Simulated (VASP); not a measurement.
Band structure of Zn (hcp). All values below come from LDA (Ceperley-Alder, Perdew-Zunger) with spin-orbit coupling, VASP's LDA PAW potentials (set 64) (plane waves; VASP).

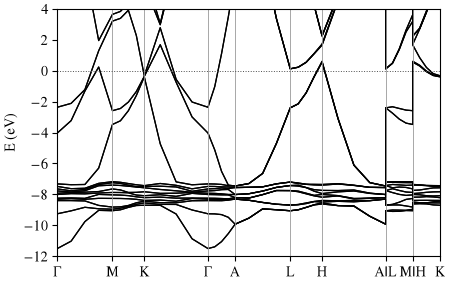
*Bands along high-symmetry lines, zero at the valence-band maximum or, without a gap, the Fermi level*

**Question.** Read the plot: is there a gap, and where are the band edges?

**Answer.** It has no gap at this level: it comes out as a metal or semimetal.

The compound is Zn in the hcp structure. It was relaxed first, which changed the volume by -12 %.
